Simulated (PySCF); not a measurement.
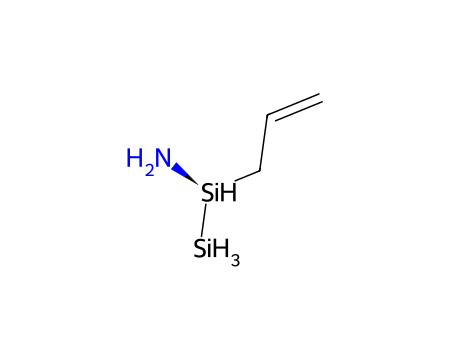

The computed structure is the end point of a PBE0-D3(BJ)/def2-SVP optimisation. No frequency run is at hand to confirm it as a minimum. Level of theory: KT2/pcSseg-1, gas phase (PySCF 2.14.0).

What is the HOMO energy (Kohn–Sham orbital)?

Answer. −5.84 eV.

Estimate the dipole moment.

Answer. 1.39 D.

What is the LUMO energy (Kohn–Sham orbital)?

Answer. −0.75 eV.
